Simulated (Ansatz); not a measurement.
Consider LiZr$_{3}$N$_{2}$.

The calculation's input:

```
crystal:
  lattice:
    - [3.5630352328, 2.0571193508, 3.1810242576]
    - [-3.5630352328, 2.0571193508, 3.1810242576]
    - [0.0, -4.1142387015, 3.1810242576]
  atoms:
    - { symbol: Li, position: [0.0, 0.0, 0.0] }
    - { symbol: Zr, position: [0.0, 0.0, 0.5] }
    - { symbol: Zr, position: [0.5, 0.0, 0.0] }
    - { symbol: Zr, position: [0.0, 0.5, 0.0] }
    - { symbol: "N", position: [0.7990486158, 0.7990486158, 0.7990486158] }
    - { symbol: "N", position: [0.2009513842, 0.2009513842, 0.2009513842] }
basis:
  ecutwfc: 420
kpoints:
  mp_grid: { grid: [6, 6, 6] }
hamiltonian:
  xc: pbe
scf:
  occupations: { method: gaussian, width: 0.1 }
output:
  forces: true
  stress: true
  eigenvalues: true
  write_density: true
  write_potential: true
  elf: true
  volumetric_format: npy
relax:
  adjacent_minimum: "off"
  f_tol: 0.01
  max_steps: 80
  cell: { stress_tol: 0.05 }
```

Command:

```sh
ansatz run input.yaml --threads 1 --pin off --max-ram 2560MiB --backend cpu --events-out ev --progress --plain --runs-dir out
```

Below, planes, directions and counts refer to the conventional cell (a = 7.13 Å, b = 7.13 Å, c = 9.53 Å, α = 90.00°, β = 90.00°, γ = 120.00°).

Space group R-3m; a structure generated by program, which may or may not match a known phase; computed without spin polarisation.

The calculation used DFT PBE, scalar-relativistic, plane waves, PAW (Ansatz).

### What will maps of the valence pseudo-density and electron localisation function show?

Li–N (1.91 Å): ρ is about 0.47 e/Å³ halfway; the ELF peaks at about 0.80 in the valence shell of N, 0.7 Å from its nucleus, and is about 0.60 at the midpoint.

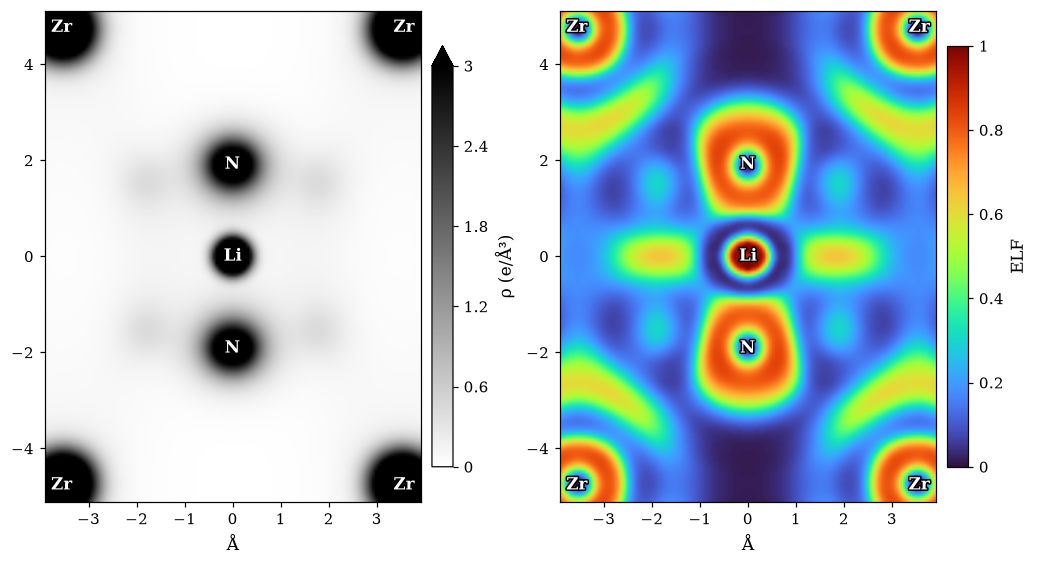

Computed valence pseudo-density and electron localisation function on the (010) plane of the conventional cell, in this order. 

Core electrons are frozen (PAW), and the valence fields are smoothed inside the atomic spheres.
